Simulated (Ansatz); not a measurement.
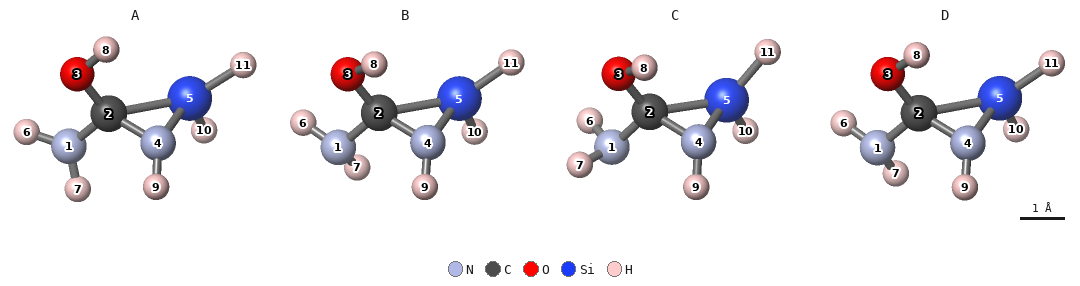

4 geometries from a converged minimum-energy path of CH6N2OSi, shuffled. A ball-and-stick model, seen from a free direction.

Level of theory: Ansatz 0.2.0, RKS PBE-D4/def2-SVP. Settings: 5 movable images; climbing image; force threshold 0.03 eV/Å; iteration limit 60; starting path through a guess of the saddle point.

> Which of them lies highest in energy?

A. In order along the path, whose images run from 0 to 6: C (image 0, 0.0 kJ/mol), A (image 3, +14.5 kJ/mol), D (image 5, +1.7 kJ/mol), B (image 6, +0.5 kJ/mol). The motion is an umbrella inversion at N1. No bond forms or breaks between the ends. Among the angles between lasting bonds that change up to the highest image: Si5–N4–H9 125.6° → 139.1°, H6–N1–H7 105.4° → 118.6°.

The run took 3.2 min on 2 threads of Arm Neoverse V1, on a shared host, peak memory 0.14 GiB.
